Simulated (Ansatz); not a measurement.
Input

```
crystal:
  periodic: [false, false, false]
  atoms:
    - { symbol: Ge, position_ang: [-0.105005, 0.06182, -0.9443] }
    - { symbol: O, position_ang: [1.187566, 0.183056, 1.708988] }
    - { symbol: H, position_ang: [0.912025, -0.635872, 2.141303] }
    - { symbol: H, position_ang: [1.827875, -0.094061, 1.015059] }
    - { symbol: H, position_ang: [-1.156363, 1.233175, -0.681541] }
    - { symbol: H, position_ang: [-1.092898, -1.029518, -0.31311] }
basis:
  gaussian: { orbitals: def2-SVPD }
hamiltonian:
  xc: b3lyp
  dispersion: d4
relax:
  f_tol: 0.03
  max_steps: 50
output:
  orbitals: {}
```

Command:

```sh
ansatz run input.yaml --threads 2 --pin off --max-ram 3072MiB --backend cpu --events-out ev --progress --plain --runs-dir out
```

The fields are those of the run's last geometry, not of the input's.

All numbers below come from RKS B3LYP-D4/def2-SVPD in Ansatz.

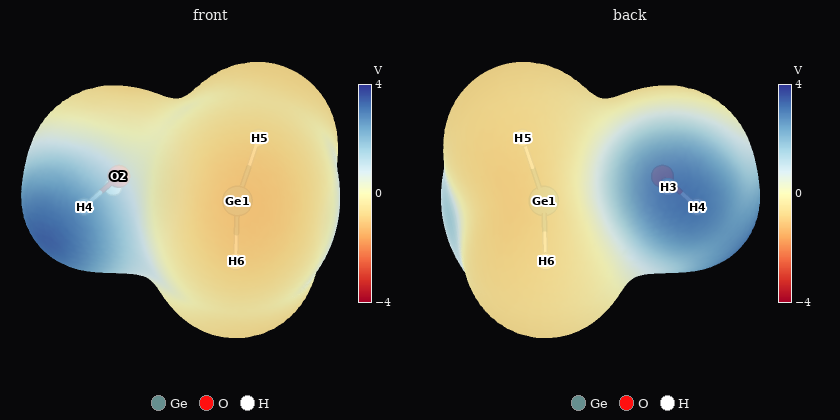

GeH2···H2O. The electrostatic potential painted on the density surface at 0.002 e/bohr³, seen from the front and from behind; red is negative and blue positive.

**Where is the surface potential most negative and most positive?**

The most negative region (about −1.1 V) lies over Ge1, the most positive (about +3.3 V) over H4.
